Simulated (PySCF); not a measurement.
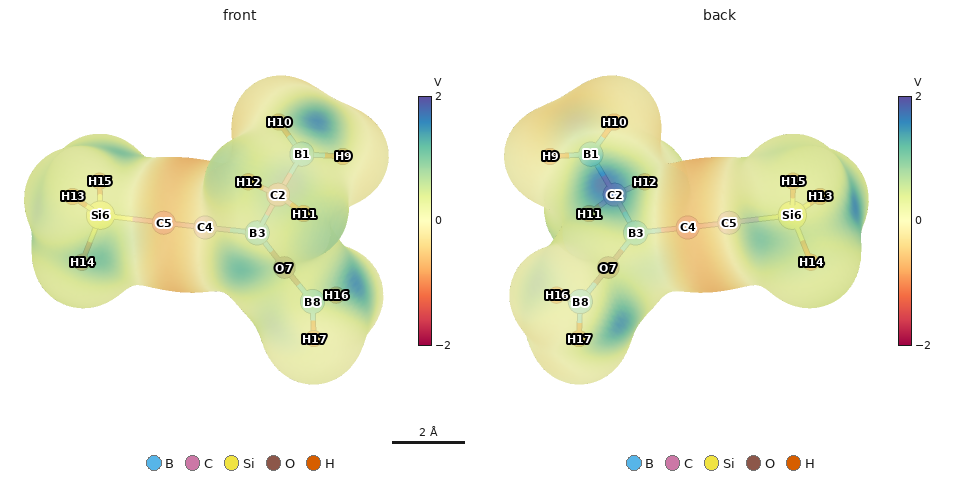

*C$_{3}$H$_{9}$B$_{3}$OSi (SMILES BCB(C#C[SiH3])OB). The electrostatic potential painted on the density surface at 0.002 e/bohr³, seen from the front and from behind; the colour scale runs from red (negative) to blue (positive).*

Geometry: GFN2-xTB.

Theory: PBE0/def2-SVPD, SCF density, gas phase in PySCF.

```xyz
17

B     1.2366    2.3298   -0.5315
C     1.1561    1.5176    0.7954
B     0.7649    0.0123    0.3496
C    -0.7111   -0.3819    0.3102
C    -1.8868   -0.6750    0.3001
Si   -3.6815   -1.1147    0.2754
O     1.6961   -0.8452    0.0298
B     2.6466   -1.6707   -0.2762
H     2.2511    2.4234   -1.1092
H     0.2718    2.8156   -0.9824
H     2.1063    1.4756    1.3264
H     0.3860    1.8849    1.4712
H    -4.3551   -0.3834    1.3523
H    -3.8055   -2.5604    0.4837
H    -4.2275   -0.7299   -1.0288
H     3.0163   -1.7437   -1.3952
H     3.1288   -2.3422    0.5676
```

> Where is the surface potential most negative and most positive?

The most negative region (about −0.6 V) lies over C4 and C5, the most positive (about +1.6 V) over B1, B3, Si6 and B8.
